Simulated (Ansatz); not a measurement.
# BFH2O2 + HCl: a complex and its separated parts, part 2 of 2

Ansatz 0.2.0, Gaussian basis. The steps go on from the part before.

## Step 13: CAM-B3LYP-D4/def2-TZVPP

The inputs:

parta/in.yaml

```yaml
crystal:
  periodic: [false, false, false]
  atoms:
    - {symbol: B, position_ang: [-0.803169, 0.304119, -0.246838]}
    - {symbol: O, position_ang: [-0.780926, 1.125329, -1.321127]}
    - {symbol: O, position_ang: [-1.800739, -0.600919, -0.125445]}
    - {symbol: F, position_ang: [0.156814, 0.386759, 0.691254]}
    - {symbol: H, position_ang: [-0.035108, 1.728561, -1.312950]}
    - {symbol: H, position_ang: [-1.725668, -1.133069, 0.669151]}
basis:
  gaussian: {orbitals: def2-TZVPP}
hamiltonian: {xc: {name: CAM-B3LYP}, dispersion: d4}
```

partb/in.yaml

```yaml
crystal:
  periodic: [false, false, false]
  atoms:
    - {symbol: Cl, position_ang: [3.019828, -1.263397, 0.755255]}
    - {symbol: H, position_ang: [1.968968, -0.547280, 0.890702]}
basis:
  gaussian: {orbitals: def2-TZVPP}
hamiltonian: {xc: {name: CAM-B3LYP}, dispersion: d4}
```

Each run has its own folder and the same command.

Launch:

```bash
ansatz run in.yaml --threads 4 --pin off --events-out ev --progress --plain --max-ram 9574MiB
```

Log of parta (excerpt; [...] marks lines left out):

```text
Functional definition: CAM-B3LYP
  name "CAM-B3LYP"
  cite "Yanai, Tew & Handy, Chem. Phys. Lett. 393, 51 (2004) doi:10.1016/j.cplett.2004.06.011"
  cite "Iikura, Tsuneda, Yanai & Hirao, J. Chem. Phys. 115, 3540 (2001) doi:10.1063/1.1383587"
  cite "Becke, Phys. Rev. A 38, 3098 (1988) doi:10.1103/PhysRevA.38.3098"
  cite "Lee, Yang & Parr, Phys. Rev. B 37, 785 (1988) doi:10.1103/PhysRevB.37.785"
[...]
  # Exact exchange under (alpha + beta erf(omega r))/r, Becke's under what is left of 1/r.
[...]
745 factors; their error is unknown
180 factors; integrals over basis functions are off by at most 1.1e-5 eV
[...]
mean field -7525.70213498 eV, -276.5644523563 hartree, gradient 9.9e-6 eV, S^2 0.000000; 0 other end points of the search recorded, 0 dependent functions left out
reference -7525.70223320 eV, -276.5644559658 hartree; 16, 16 occupied and 136, 136 virtual orbitals, 745 factors
Total energy: -7525.75727607 eV, -276.5664787540 hartree
```

Output in partb (excerpt; [...] marks lines left out):

```text
[... 6 set-up lines as earlier in the session ...]
[...]
  # Exact exchange under (alpha + beta erf(omega r))/r, Becke's under what is left of 1/r.
[...]
372 factors; their error is unknown
66 factors; integrals over basis functions are off by at most 7.5e-5 eV
[...]
mean field -12539.88293983 eV, -460.8321982007 hartree, gradient 2.6e-5 eV, S^2 0.000000; 0 other end points of the search recorded, 0 dependent functions left out
reference -12539.88301410 eV, -460.8322009303 hartree; 9, 9 occupied and 47, 47 virtual orbitals, 372 factors
Total energy: -12539.88749573 eV, -460.8323656270 hartree
```

Times: 0.75 s (parta), 0.2 s (partb) on 4 threads of Arm Neoverse V2, shared host.

## Step 14: wB97X-V/def2-TZVPP

Each input of step 13 (parta, partb) changes in the same lines:

```diff
-hamiltonian: {xc: {name: CAM-B3LYP}, dispersion: d4}
+hamiltonian: {xc: {name: wB97X-V}}
```

Each run has its own folder and the same command.

Launch:

```bash
ansatz run in.yaml --threads 4 --pin off --events-out ev --progress --plain --max-ram 9574MiB
```

Output in parta (excerpt; [...] marks lines left out):

```text
Functional definition: wB97X-V
  name "wB97X-V"
  cite "Mardirossian & Head-Gordon, Phys. Chem. Chem. Phys. 16, 9904 (2014) doi:10.1039/C3CP54374A"
[... 2 set-up lines as earlier in the session ...]
[...]
      + integral(e_c_pw_opposite_spin*poly(b97_u_opposite, cos0, cos1)) + vv10(b, c)
745 factors; their error is unknown
169 factors; integrals over basis functions are off by at most 1.1e-5 eV
[...]
mean field -7525.31253598 eV, -276.5501348572 hartree, gradient 4.9e-5 eV, S^2 0.000000; 0 other end points of the search recorded, 0 dependent functions left out
reference -7525.31253431 eV, -276.5501347957 hartree; 16, 16 occupied and 136, 136 virtual orbitals, 745 factors
Total energy: -7525.31253431 eV, -276.5501347957 hartree
```

Log of partb (excerpt; [...] marks lines left out):

```text
[... 5 set-up lines as earlier in the session ...]
[...]
      + integral(e_c_pw_opposite_spin*poly(b97_u_opposite, cos0, cos1)) + vv10(b, c)
369 factors; their error is unknown
62 factors; integrals over basis functions are off by at most 9.0e-5 eV
[...]
mean field -12537.61272834 eV, -460.7487694672 hartree, gradient 5.7e-5 eV, S^2 0.000000; 0 other end points of the search recorded, 0 dependent functions left out
reference -12537.61272739 eV, -460.7487694323 hartree; 9, 9 occupied and 47, 47 virtual orbitals, 369 factors
Total energy: -12537.61272739 eV, -460.7487694323 hartree
```

Wall times: 1.8 s (parta), 0.35 s (partb) on 4 threads of Arm Neoverse V2, shared host.

## Step 15: wB97M-V/def2-TZVPP

Each input of step 14 (parta, partb) changes in the same lines:

```diff
-hamiltonian: {xc: {name: wB97X-V}}
+hamiltonian: {xc: {name: wB97M-V}}
```

Each run has its own folder and the same command.

Launch:

```bash
ansatz run in.yaml --threads 4 --pin off --events-out ev --progress --plain --max-ram 9574MiB
```

Log of parta (excerpt; [...] marks lines left out):

```text
Functional definition: wB97M-V
  name "wB97M-V"
  cite "Mardirossian & Head-Gordon, J. Chem. Phys. 144, 214110 (2016) doi:10.1063/1.4952647"
[... 2 set-up lines as earlier in the session ...]
  # Of w^i u^j: cxij and so on, Table III.
[...]
  gx(w, u) = 1 - cx + cx01*u + cx10*w
[...]
      + integral(e_c_pw_mod_opposite_spin*gos(b97_w_opposite, b97_u_opposite)) + vv10(b, c)
745 factors; their error is unknown
169 factors; integrals over basis functions are off by at most 1.1e-5 eV
[...]
mean field -7525.83762034 eV, -276.5694313515 hartree, gradient 8.2e-6 eV, S^2 0.000000; 0 other end points of the search recorded, 0 dependent functions left out
reference -7525.83766178 eV, -276.5694328743 hartree; 16, 16 occupied and 136, 136 virtual orbitals, 745 factors
Total energy: -7525.83766178 eV, -276.5694328743 hartree
```

Log of partb (excerpt; [...] marks lines left out):

```text
[... 5 set-up lines as earlier in the session ...]
  # Of w^i u^j: cxij and so on, Table III.
[...]
  gx(w, u) = 1 - cx + cx01*u + cx10*w
[...]
      + integral(e_c_pw_mod_opposite_spin*gos(b97_w_opposite, b97_u_opposite)) + vv10(b, c)
369 factors; their error is unknown
62 factors; integrals over basis functions are off by at most 9.0e-5 eV
[...]
mean field -12538.73838928 eV, -460.7901367438 hartree, gradient 5.7e-5 eV, S^2 0.000000; 0 other end points of the search recorded, 0 dependent functions left out
reference -12538.73841233 eV, -460.7901375908 hartree; 9, 9 occupied and 47, 47 virtual orbitals, 369 factors
Total energy: -12538.73841233 eV, -460.7901375908 hartree
```

They took 1.9 s (parta), 0.35 s (partb) on 4 threads of Arm Neoverse V2, shared host.

## Step 16: B2PLYP/def2-TZVPP

The same edit goes into each in.yaml of step 15 (parta, partb):

```diff
-hamiltonian: {xc: {name: wB97M-V}}
+hamiltonian: {xc: {name: B2PLYP}}
```

Each run has its own folder and the same command.

Launch:

```bash
ansatz run in.yaml --threads 4 --pin off --events-out ev --progress --plain --max-ram 9574MiB
```

Log of parta (excerpt; [...] marks lines left out):

```text
Functional definition: B2PLYP
  name "B2PLYP"
  cite "Grimme, J. Chem. Phys. 124, 034108 (2006) doi:10.1063/1.2148954"
[... 2 set-up lines as earlier in the session ...]
[...]
977 factors; integrals over basis functions are off by at most 1.2e-3 eV
[...]
mean field -7516.12720006 eV, -276.2125799881 hartree, gradient 6.9e-6 eV, S^2 0.000000; 0 other end points of the search recorded, 0 dependent functions left out
4 core orbitals not correlated: weight in the atoms' cores, before any rotation towards them, 1.000 or more for the frozen orbitals, at most 0.000 for the correlated occupied ones
reference -7516.12732291 eV, -276.2125845027 hartree; 12, 12 occupied and 136, 136 virtual orbitals, 977 factors
second order -26.53922877 eV of doubles, -0.00000000 eV of singles
Total energy: -7523.29291467 eV, -276.4759151432 hartree
```

Output in partb (excerpt; [...] marks lines left out):

```text
[... 5 set-up lines as earlier in the session ...]
[...]
322 factors; integrals over basis functions are off by at most 1.4e-3 eV
[...]
mean field -12534.13735627 eV, -460.6210518993 hartree, gradient 9.7e-6 eV, S^2 0.000000; 0 other end points of the search recorded, 0 dependent functions left out
5 core orbitals not correlated: weight in the atoms' cores, before any rotation towards them, 1.000 or more for the frozen orbitals, at most 0.000 for the correlated occupied ones
reference -12534.13745302 eV, -460.6210554551 hartree; 4, 4 occupied and 47, 47 virtual orbitals, 322 factors
second order -6.68492996 eV of doubles, -0.00000000 eV of singles
Total energy: -12535.94238411 eV, -460.6873854492 hartree
```

Times: 1.1 s (parta), 0.2 s (partb) on 4 threads of Arm Neoverse V2, shared host.

## Step 17: PBE-QIDH/def2-TZVPP

Each input of step 16 (parta, partb) changes in the same lines:

```diff
-hamiltonian: {xc: {name: B2PLYP}}
+hamiltonian: {xc: {name: PBE-QIDH}}
```

The same command starts each run, in its folder.

Launch:

```bash
ansatz run in.yaml --threads 4 --pin off --events-out ev --progress --plain --max-ram 9574MiB
```

parta printed (excerpt; [...] marks lines left out):

```text
Functional definition: PBE-QIDH
  name "PBE-QIDH"
  cite "Brémond, Sancho-García, Pérez-Jiménez & Adamo, J. Chem. Phys. 141, 031101 (2014) doi:10.1063/1.4890314"
[... 1 set-up line as earlier in the session ...]
[...]
977 factors; integrals over basis functions are off by at most 1.2e-3 eV
[...]
mean field -7510.84659342 eV, -276.0185212736 hartree, gradient 1.7e-6 eV, S^2 0.000000; 0 other end points of the search recorded, 0 dependent functions left out
4 core orbitals not correlated: weight in the atoms' cores, before any rotation towards them, 1.000 or more for the frozen orbitals, at most 0.000 for the correlated occupied ones
reference -7510.84660271 eV, -276.0185216147 hartree; 12, 12 occupied and 136, 136 virtual orbitals, 977 factors
second order -24.77422515 eV of doubles, -0.00000000 eV of singles
Total energy: -7519.10467776 eV, -276.3220002753 hartree
```

Log of partb (excerpt; [...] marks lines left out):

```text
[... 4 set-up lines as earlier in the session ...]
[...]
322 factors; integrals over basis functions are off by at most 1.4e-3 eV
[...]
mean field -12531.03295655 eV, -460.5069673138 hartree, gradient 2.4e-6 eV, S^2 0.000000; 0 other end points of the search recorded, 0 dependent functions left out
5 core orbitals not correlated: weight in the atoms' cores, before any rotation towards them, 1.000 or more for the frozen orbitals, at most 0.000 for the correlated occupied ones
reference -12531.03296291 eV, -460.5069675479 hartree; 4, 4 occupied and 47, 47 virtual orbitals, 322 factors
second order -6.22515801 eV of doubles, -0.00000000 eV of singles
Total energy: -12533.10801558 eV, -460.5832243270 hartree
```

Wall times: 1.1 s (parta), 0.2 s (partb) on 4 threads of Arm Neoverse V2, shared host.

## Step 18: RPA on PBE/def2-TZVPP

The same edit goes into each in.yaml of step 17 (parta, partb):

```diff
-hamiltonian: {xc: {name: PBE-QIDH}}
+hamiltonian: {xc: pbe}
+correlation: {method: rpa}
```

The same command starts each run, in its folder.

Launch:

```bash
ansatz run in.yaml --threads 4 --pin off --events-out ev --progress --plain --max-ram 9574MiB
```

parta printed (excerpt; [...] marks lines left out):

```text
[... 4 set-up lines as earlier in the session ...]
[...]
977 factors; integrals over basis functions are off by at most 1.2e-3 eV
[...]
mean field -7519.82130244 eV, -276.3483357466 hartree, gradient 1.2e-6 eV, S^2 0.000000; 0 other end points of the search recorded, 0 dependent functions left out
4 core orbitals not correlated: weight in the atoms' cores, before any rotation towards them, 1.000 or more for the frozen orbitals, at most 0.000 for the correlated occupied ones
reference -7490.74401121 eV, -275.2797650033 hartree; 12, 12 occupied and 136, 136 virtual orbitals, 977 factors
Total energy: -7524.44855057 eV, -276.5183839792 hartree
```

Log of partb (excerpt; [...] marks lines left out):

```text
[... 4 set-up lines as earlier in the session ...]
[...]
322 factors; integrals over basis functions are off by at most 1.4e-3 eV
[...]
mean field -12534.30962475 eV, -460.6273826494 hartree, gradient 3.3e-6 eV, S^2 0.000000; 0 other end points of the search recorded, 0 dependent functions left out
5 core orbitals not correlated: weight in the atoms' cores, before any rotation towards them, 1.000 or more for the frozen orbitals, at most 0.000 for the correlated occupied ones
reference -12519.65923648 eV, -460.0889908108 hartree; 4, 4 occupied and 47, 47 virtual orbitals, 322 factors
Total energy: -12529.02201009 eV, -460.4330663947 hartree
```

They took 1.1 s (parta), 0.2 s (partb) on 4 threads of Arm Neoverse V2, shared host.

## Step 19: CCSD(T)/def2-TZVPP

Each input of step 18 (parta, partb) changes in the same lines:

```diff
-hamiltonian: {xc: pbe}
-correlation: {method: rpa}
+correlation: {method: ccsd_t}
```

Each run has its own folder and the same command.

Launch:

```bash
ansatz run in.yaml --threads 4 --pin off --events-out ev --progress --plain --max-ram 9574MiB
```

Output in parta (excerpt; [...] marks lines left out):

```text
Functional definition: HF
  name "HF"
  cite "Fock, Z. Phys. 61, 126 (1930) doi:10.1007/BF01340294"
[... 1 set-up line as earlier in the session ...]
[...]
977 factors; integrals over basis functions are off by at most 1.2e-3 eV
[...]
mean field -7491.93753171 eV, -275.3236260729 hartree, gradient 1.2e-6 eV, S^2 0.000000; 0 other end points of the search recorded, 0 dependent functions left out
4 core orbitals not correlated: weight in the atoms' cores, before any rotation towards them, 1.000 or more for the frozen orbitals, at most 0.000 for the correlated occupied ones
reference -7491.93753171 eV, -275.3236260729 hartree; 12, 12 occupied and 136, 136 virtual orbitals, 977 factors
second order -22.31185819 eV of doubles, -0.00000000 eV of singles
cycle   1  -22.00948490 eV  change    3.0e-1 eV  update   8.7e-2
[...]
cycle   9  -22.50690414 eV  change    6.7e-7 eV  update   7.2e-6
perturbative correction -0.73192270 eV, -0.0268976632 hartree
Total energy: -7515.17635856 eV, -276.1776372076 hartree
```

partb printed (excerpt; [...] marks lines left out):

```text
[... 4 set-up lines as earlier in the session ...]
[...]
322 factors; integrals over basis functions are off by at most 1.4e-3 eV
[...]
mean field -12519.93378496 eV, -460.0990802813 hartree, gradient 2.9e-6 eV, S^2 0.000000; 0 other end points of the search recorded, 0 dependent functions left out
5 core orbitals not correlated: weight in the atoms' cores, before any rotation towards them, 1.000 or more for the frozen orbitals, at most 0.000 for the correlated occupied ones
reference -12519.93378496 eV, -460.0990802813 hartree; 4, 4 occupied and 47, 47 virtual orbitals, 322 factors
second order -5.53926094 eV of doubles, -0.00000000 eV of singles
cycle   1  -5.96028612 eV  change   -4.2e-1 eV  update   3.9e-2
[...]
cycle   7  -6.10182939 eV  change   -5.8e-6 eV  update   7.9e-6
perturbative correction -0.21572385 eV, -0.0079277052 hartree
Total energy: -12526.25133820 eV, -460.3312460807 hartree
```

They took 4.4 s (parta), 0.15 s (partb) on 4 threads of Arm Neoverse V2, shared host; peak memory 0.84 GiB.

## Step 20: Vibrations of BFH2O2

vib-parta/in.yaml reads:

```yaml
crystal:
  periodic: [false, false, false]
  atoms:
    - {symbol: B, position_ang: [-0.803169, 0.304119, -0.246838]}
    - {symbol: O, position_ang: [-0.780926, 1.125329, -1.321127]}
    - {symbol: O, position_ang: [-1.800739, -0.600919, -0.125445]}
    - {symbol: F, position_ang: [0.156814, 0.386759, 0.691254]}
    - {symbol: H, position_ang: [-0.035108, 1.728561, -1.312950]}
    - {symbol: H, position_ang: [-1.725668, -1.133069, 0.669151]}
basis:
  gaussian: {orbitals: def2-TZVP}
hamiltonian: {xc: pbe0, dispersion: d4}
phonons: {temperatures: {t_min: 298.15, t_max: 900, t_step: 200}}
```

Launch:

```bash
ansatz run in.yaml --threads 4 --pin off --events-out ev --progress --plain --max-ram 9574MiB
```

Log (excerpt; [...] marks lines left out):

```text
[... 5 set-up lines as earlier in the session ...]
[...]
715 factors; their error is unknown
[...]
mean field -7519.88684379 eV, -276.3507443470 hartree, gradient 1.7e-5 eV, S^2 0.000000; 0 other end points of the search recorded, 0 dependent functions left out
[...]
Atom 3 at     0.156814     0.386759     0.691254 Å, force    -0.003212    -0.000362    -0.003261 eV/Å
Atom 4 at    -0.035108     1.728561    -1.312950 Å, force    -0.000789    -0.002380     0.001648 eV/Å
Atom 5 at    -1.725668    -1.133069     0.669151 Å, force     0.001787     0.001981    -0.001373 eV/Å
Dipole moment:     0.204643     0.017734     0.200146 e Å
Vibrations: 438.12 453.52 460.85 542.22 684.70 887.56 1002.76 1012.02 1421.51 1524.73 3911.11 3913.16 cm⁻¹, zero-point energy 1.007512 eV
```

Run time: 11 s. Hardware: 4 threads of Arm Neoverse V2, shared host.

Wavenumbers and character of the modes:

| mode | wavenumber (cm⁻¹) | character |
| --- | --- | --- |
| 1 | 438 | bend |
| 2 | 454 | bend |
| 3 | 461 | torsion |
| 4 | 542 | torsion |
| 5 | 685 | torsion with out-of-plane bend |
| 6 | 888 | B–O and B–F stretch |
| 7 | 1003 | bend |
| 8 | 1012 | bend |
| 9 | 1422 | B–F and B–O stretch |
| 10 | 1525 | B–O stretch |
| 11 | 3911 | O–H stretch |
| 12 | 3913 | O–H stretch |

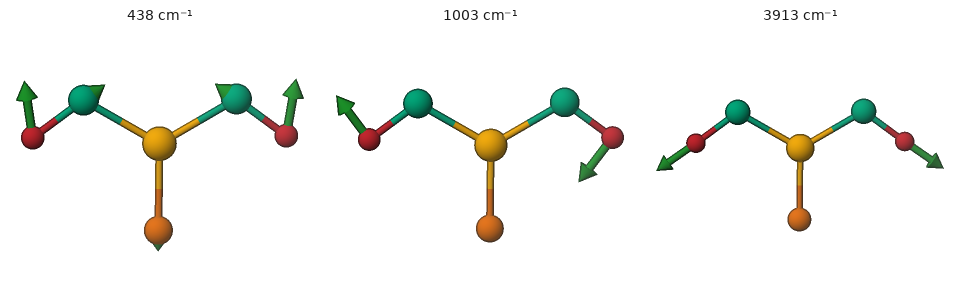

How the atoms move in 3 of the modes.

Vibrational sums (real modes only):

| T (K) | entropy (J/mol/K) | heat capacity (J/mol/K) |
| --- | --- | --- |
| 298 | 15.2 | 31.4 |
| 498 | 36.8 | 52.5 |
| 698 | 56.5 | 64.3 |
| 898 | 73.7 | 71.6 |

## Step 21: Vibrations of HCl

vib-partb/in.yaml reads:

```yaml
crystal:
  periodic: [false, false, false]
  atoms:
    - {symbol: Cl, position_ang: [3.019828, -1.263397, 0.755255]}
    - {symbol: H, position_ang: [1.968968, -0.547280, 0.890702]}
basis:
  gaussian: {orbitals: def2-TZVP}
hamiltonian: {xc: pbe0, dispersion: d4}
phonons: {temperatures: {t_min: 298.15, t_max: 900, t_step: 200}}
```

Launch:

```bash
ansatz run in.yaml --threads 4 --pin off --events-out ev --progress --plain --max-ram 9574MiB
```

Log (excerpt; [...] marks lines left out):

```text
[... 5 set-up lines as earlier in the session ...]
[...]
312 factors; their error is unknown
[...]
mean field -12535.31645841 eV, -460.6643831040 hartree, gradient 4.2e-5 eV, S^2 0.000000; 0 other end points of the search recorded, 0 dependent functions left out
[...]
reference -12535.31637204 eV, -460.6643799298 hartree; 9, 9 occupied and 34, 34 virtual orbitals, 312 factors
Total energy: -12535.32105166 eV, -460.6645519026 hartree
Atom 0 at     3.019828    -1.263397     0.755255 Å, force     0.000317    -0.000216    -0.000041 eV/Å
Atom 1 at     1.968968    -0.547280     0.890702 Å, force    -0.000317     0.000216     0.000041 eV/Å
Dipole moment:    -0.215793     0.147054     0.027814 e Å
Vibrations: 2997.10 cm⁻¹, zero-point energy 0.185796 eV
```

Run time: 0.9 s. Hardware: 4 threads of Arm Neoverse V2, shared host.

The modes, with what each moves most:

| mode | wavenumber (cm⁻¹) | character |
| --- | --- | --- |
| 1 | 2997 | Cl–H stretch |

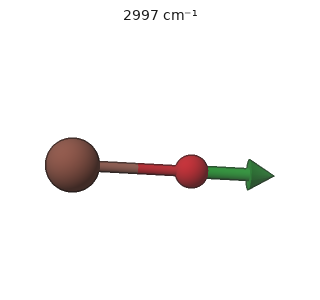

How the atoms move in 1 of the modes.

Vibrational sums (real modes only):

| T (K) | entropy (J/mol/K) | heat capacity (J/mol/K) |
| --- | --- | --- |
| 298 | 0.0 | 0.0 |
| 498 | 0.0 | 0.1 |
| 698 | 0.1 | 0.7 |
| 898 | 0.4 | 1.6 |

## Step 22: Complex less separated parts

The complex's own energies come from single points at the same levels.

Rows are in def2-TZVPP; times add the 3 runs of a level on a shared host, so small differences are noise.

Differences are taken before rounding.

| method | rung | complex less parts (kJ/mol) | from CCSD(T) (kJ/mol) | time |
| --- | --- | --- | --- | --- |
| SPW92 | LDA | -17.3 | -7.9 | 1.1 s |
| PBE-D4 | GGA | -12.3 | -3.0 | 1.6 s |
| BLYP-D4 | GGA | -11.7 | -2.4 | 1.7 s |
| r2SCAN-D4 | meta-GGA | -10.9 | -1.5 | 3.5 s |
| B97M-V | meta-GGA | -11.1 | -1.7 | 6.5 s |
| PBE0-D4 | hybrid | -11.2 | -1.8 | 2.2 s |
| B3LYP-D4 | hybrid | -11.6 | -2.2 | 2.2 s |
| r2SCAN0-D4 | hybrid | -10.5 | -1.1 | 4 s |
| BHLYP-D4 | hybrid | -11.6 | -2.3 | 2.1 s |
| CAM-B3LYP-D4 | range-separated hybrid | -12.4 | -3.1 | 2.4 s |
| wB97X-V | range-separated hybrid | -10.3 | -0.9 | 5.7 s |
| wB97M-V | range-separated hybrid | -10.3 | -0.9 | 6.2 s |
| B2PLYP | double hybrid | -8.9 | +0.5 | 3.6 s |
| PBE-QIDH | double hybrid | -8.9 | +0.5 | 3.7 s |
| RPA on PBE | RPA | -7.5 | +1.8 | 3.7 s |
| Hartree-Fock | wavefunction | -3.8 | +5.6 |  |
| MP2 | wavefunction | -9.9 | -0.5 |  |
| CCSD | wavefunction | -8.4 | +1.0 |  |
| CCSD(T) | wavefunction | -9.4 | 0 | 66 s |

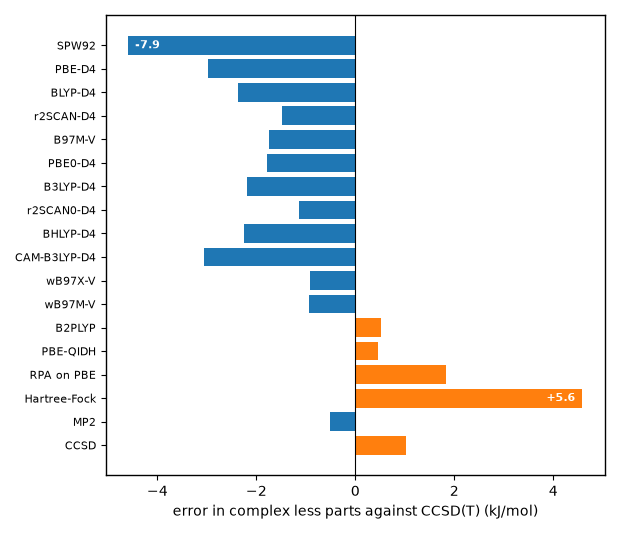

How far each level lands from CCSD(T). Bars with a number in them are cut short.

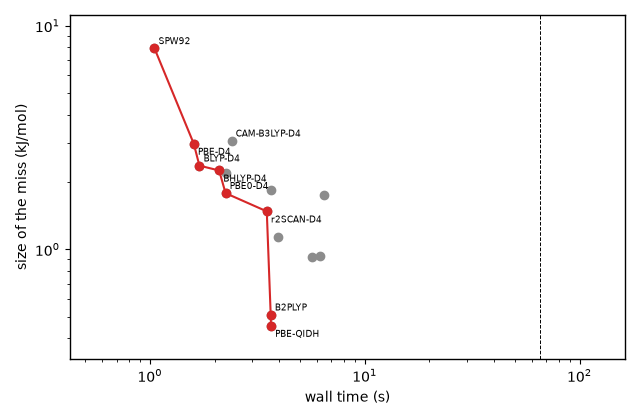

Miss against cost. Red marks the levels that no quicker level drawn beats (of those quicker than the yardstick), and the dashed line is the time of CCSD(T). Only those levels and the largest misses are named. Times are from a shared host.

For cost: PBE-QIDH gets within 0.5 kJ/mol in 3.7 s, where CCSD(T) took 66 s; the quickest level in the cost chart, SPW92, takes 1.1 s and misses by 7.9 kJ/mol.

The complex's zero-point energy, from a separate PBE0-D4 run, is 1.227 eV.

## Step 23: Results

What follows sums up all 2 parts.

| quantity | value |
| --- | --- |
| complex less parts, CCSD(T)/def2-TZVPP | -9.4 kJ/mol |
| with zero-point energy | -6.1 kJ/mol |
| largest T1 diagnostic | 0.012 |

**Reading.** At CCSD(T) the complex lies 9.4 kJ/mol below its parts. Among the functionals PBE-QIDH lands nearest to CCSD(T) (+0.5 kJ/mol) and SPW92 farthest (-7.9 kJ/mol). B2PLYP is as near within the digits shown. Mean unsigned error by rung: LDA 7.9, GGA 2.7, meta-GGA 1.6, hybrid 1.8, range-separated hybrid 1.6, double hybrid 0.5 kJ/mol. PBE-D4 gives a relative energy 3.0 kJ/mol too low, an error of 32 % of the reference. The complex's frequency run has imaginary modes: the structure is no minimum, so both the energy and the zero-point correction are in doubt. No counterpoise was applied, and triple zeta lacks some correlation, so the CCSD(T) reference has a basis error of its own, and close matches with it are partly luck.
